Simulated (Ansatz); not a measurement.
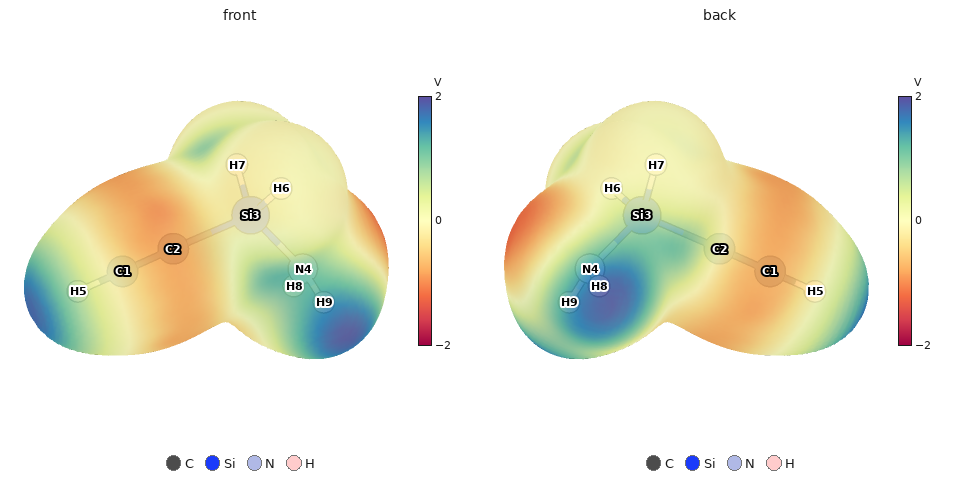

The picture shows: C₂H₅NSi (SMILES C#C[SiH2]N). The electrostatic potential painted on the density surface at 0.002 e/bohr³, seen from the front and from behind; red is negative and blue positive.

Geometry: PBE0-D4/def2-TZVP.

Computed with RKS PBE0-D4/def2-TZVPP in Ansatz.

```xyz
9

C     0.0135    0.6087   -2.3441
C     0.2086    0.4593   -1.1621
Si    0.4882    0.2177    0.6366
N    -0.5933   -0.8638    1.4073
H    -0.1566    0.7425   -3.3879
H     0.3464    1.5467    1.2769
H     1.8624   -0.3153    0.7911
H    -0.5276   -1.8512    1.2180
H    -1.5532   -0.5911    1.5471
```

Question: Describe the electrostatic potential map.

Answer: The most negative region (about −1.2 V) lies over N4, the most positive (about +1.9 V) over H8 and H9. N4 is the likeliest acceptor of a hydrogen bond.
